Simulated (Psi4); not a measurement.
# AlCl3 (SMILES Cl[Al](Cl)Cl): MP3/6-311+G(d,p)

What is the energy change on altering one bond length of AlCl3 at MP3/6-311+G**? 

The results are computed with Psi4 1.11.

## 1. The molecule

AlCl3: 4 atoms, total charge 0, spin state singlet. As SMILES, `Cl[Al](Cl)Cl`. The coordinates come from a PBE0-D4/def2-TZVP relaxation.

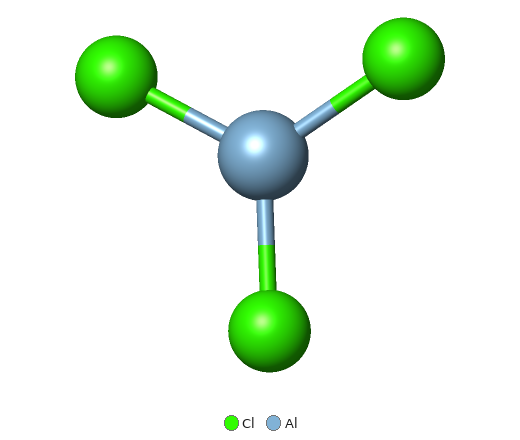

Viewed from a chosen angle; chlorine green, aluminium light blue.

## 2. The energy at MP3/6-311+G(d,p)

The input, alcl3_ase.py:

```python
import numpy as np
from ase.calculators.psi4 import Psi4
from ase import Atoms

mol = Atoms(['Cl', 'Al', 'Cl', 'Cl'], positions=[
    [-1.135050, -0.108440, 1.726210],
    [0.000010, 0.000000, -0.000020],
    [1.741960, -1.104030, -0.163630],
    [-0.606920, 1.212480, -1.562570],
])
calc = Psi4(atoms=mol, method='mp3', basis='6-311+G**', memory='2200MB', num_threads=1, charge=0, multiplicity=1, label='calc')
calc.psi4.set_options({'puream': True, 'e_convergence': 1e-09, 'd_convergence': 1e-08, 'scf_type': 'pk', 'num_frozen_docc': 20, 'mp_type': 'conv'})
mol.calc = calc

print(f'energy: {mol.get_potential_energy():.6f} eV')
```

Started as:

```sh
$ python alcl3_ase.py
```

calc.dat:

```text
[...]
  Running in c1 symmetry.
[...]
  Nuclear repulsion =  297.623989262121370
[...]
  Multiplicity = 1
[...]
  Nalpha       = 32
  Nbeta        = 32
[...]
    Number of basis functions: 120
[...]
   @RHF iter   1: -1620.63191720603118   -4.76934e-01   2.51122e-03 DIIS/ADIIS
[...]
   @RHF iter  10: -1620.67191232882146   -5.68434e-12   2.15142e-09 DIIS
[...]
    Orbital Energies [Eh]
    ---------------------
    Doubly Occupied:
       1A   -104.846932     2A   -104.846932     3A   -104.846929
       4A    -58.592121     5A    -10.574672     6A    -10.574670
       7A    -10.574660     8A     -8.042405     9A     -8.042404
      10A     -8.042402    11A     -8.040583    12A     -8.040582
      13A     -8.040580    14A     -8.040386    15A     -8.040385
      16A     -8.040383    17A     -4.998418    18A     -3.314978
      19A     -3.314071    20A     -3.314071    21A     -1.121769
      22A     -1.101569    23A     -1.101567    24A     -0.623812
      25A     -0.551565    26A     -0.551562    27A     -0.514151
      28A     -0.496598    29A     -0.496596    30A     -0.487749
      31A     -0.487747    32A     -0.468571
[...]
  @RHF Final Energy: -1620.67191232882146
   => Energetics <=
    Nuclear Repulsion Energy =            297.6239892621213698
    One-Electron Energy =               -2836.2481604562954089
    Two-Electron Energy =                 917.9522588653525190
    Total Energy =                      -1620.6719123288212359
[...]
 Multipole Moments:
 ------------------------------------------------------------------------------------
     Multipole            Electronic (a.u.)      Nuclear  (a.u.)        Total (a.u.)
 ------------------------------------------------------------------------------------
 L = 1.  Multiply by 2.5417464519 to convert [e a0] to [Debye]
 Dipole X            :          0.0000292           -0.0000023            0.0000269
 Dipole Y            :         -0.0000075            0.0000006           -0.0000069
 Dipole Z            :         -0.0000527            0.0000041           -0.0000486
 Magnitude           :                                                    0.0000560
[...]
	SCS-MP2 Total Energy (a.u.)        : -1621.11551304145337
	SOS-MP2 Total Energy (a.u.)        : -1621.10819787241303
[...]
	SOS-PI-MP2 Total Energy (a.u.)     : -1621.14175829884311
[...]
	MP2 Total Energy (a.u.)            : -1621.13014337953405
[...]
	SCS-MP3 Total Energy (a.u.)        : -1621.12425439952744
[...]
	MP3 Total Energy (a.u.)            : -1621.16510881183012
[...]
```

The script printed:

```text
energy: -44114.149585 eV
```

Run time: 31 s. Hardware: 1 thread of Intel Xeon Platinum 8259CL at 2.50GHz (Skylake/Cascade Lake), shared host; peak memory 1.4 GiB.

## 3. The distorted shape, same level

The input, calc.inp:

```
memory 2200 mb

molecule system {
  0 1
  Cl
  Al 1 r2
  Cl 2 r3 1 a3
  Cl 2 r4 3 a4 1 d4

  r2 = 2.3791
  r3 = 2.068826
  a3 = 119.99872
  r4 = 2.068824
  a4 = 120.00291
  d4 = 179.99954
  symmetry c1
}

set {
  puream true
  e_convergence 1e-09
  d_convergence 1e-08
  scf_type pk
  num_frozen_docc 20
  mp_type conv
}

energy_value, wavefunction = energy('mp3/6-311+G**', return_wfn=True)
```

Started as:

```sh
$ psi4 -i calc.inp -o calc.out -n 1
```

calc.out:

```text
[...]
  Running in c1 symmetry.
[...]
  Nuclear repulsion =  284.232436804216775
[...]
  Multiplicity = 1
[...]
  Nalpha       = 32
  Nbeta        = 32
[...]
    Number of basis functions: 120
[...]
   @RHF iter   1: -1620.59787037346382   -6.33301e-01   2.67610e-03 ADIIS/DIIS
[...]
   @RHF iter  11: -1620.65023779726289   -3.63798e-12   3.01336e-09 DIIS
[...]
    Orbital Energies [Eh]
    ---------------------
    Doubly Occupied:
       1A   -104.860858     2A   -104.860858     3A   -104.831277
       4A    -58.623185     5A    -10.588285     6A    -10.588277
       7A    -10.555000     8A     -8.056015     9A     -8.056014
      10A     -8.054119    11A     -8.054118    12A     -8.053921
      13A     -8.053921    14A     -8.022542    15A     -8.020928
      16A     -8.020799    17A     -5.024739    18A     -3.341895
      19A     -3.340927    20A     -3.339421    21A     -1.127894
      22A     -1.113646    23A     -1.063307    24A     -0.624240
      25A     -0.557402    26A     -0.533713    27A     -0.518505
      28A     -0.499095    29A     -0.493331    30A     -0.489841
      31A     -0.461946    32A     -0.457407
[...]
  @RHF Final Energy: -1620.65023779726289
   => Energetics <=
    Nuclear Repulsion Energy =            284.2324368042167748
    One-Electron Energy =               -2809.1905048490639274
    Two-Electron Energy =                 904.3078302475842065
    Total Energy =                      -1620.6502377972628892
[...]
 Multipole Moments:
 ------------------------------------------------------------------------------------
     Multipole            Electronic (a.u.)      Nuclear  (a.u.)        Total (a.u.)
 ------------------------------------------------------------------------------------
 L = 1.  Multiply by 2.5417464519 to convert [e a0] to [Debye]
 Dipole X            :          0.0000108           -0.0000008            0.0000099
 Dipole Y            :         -0.0000017            0.0000003           -0.0000015
 Dipole Z            :          0.6442677           -0.0181930            0.6260747
 Magnitude           :                                                    0.6260747
[...]
	SCS-MP2 Total Energy (a.u.)        : -1621.09404735817770
	SOS-MP2 Total Energy (a.u.)        : -1621.08708420796506
[...]
	SOS-PI-MP2 Total Energy (a.u.)     : -1621.12068777801915
[...]
	MP2 Total Energy (a.u.)            : -1621.10797365860276
[...]
	SCS-MP3 Total Energy (a.u.)        : -1621.10275990978039
[...]
	MP3 Total Energy (a.u.)            : -1621.14282386501372
[...]
```

Wall time 23 s (1 thread of Intel Xeon Platinum 8259CL at 2.50GHz (Skylake/Cascade Lake), shared host); peak memory 1.4 GiB.

## 4. Outcome

At MP3/6-311+G**, 20 core orbitals frozen:

| quantity | value |
| --- | --- |
| first shape: total energy | -1621.16511 Eh |
| first shape: HOMO energy (Hartree–Fock orbitals) | -12.75 eV |
| first shape: LUMO energy (Hartree–Fock orbitals) | 0.69 eV |
| first shape: HOMO–LUMO gap (Hartree–Fock orbitals) | 13.44 eV |
| first shape: correlation energy (20 core orbitals frozen) | -493.2 mEh |
| distorted shape: total energy | -1621.14282 Eh |
| distorted shape: HOMO energy (Hartree–Fock orbitals) | -12.45 eV |
| distorted shape: LUMO energy (Hartree–Fock orbitals) | 0.32 eV |
| distorted shape: HOMO–LUMO gap (Hartree–Fock orbitals) | 12.77 eV |
| distorted shape: correlation energy (20 core orbitals frozen) | -492.6 mEh |
| energy change with the Cl1–Al2 bond stretched from 2.069 to 2.379 Å | 0.606 eV |

With the Cl1–Al2 bond stretched from 2.069 to 2.379 Å the energy rises by 0.61 eV (14.0 kcal/mol). The first shape isn't relaxed at this level, so the change isn't measured from a minimum.
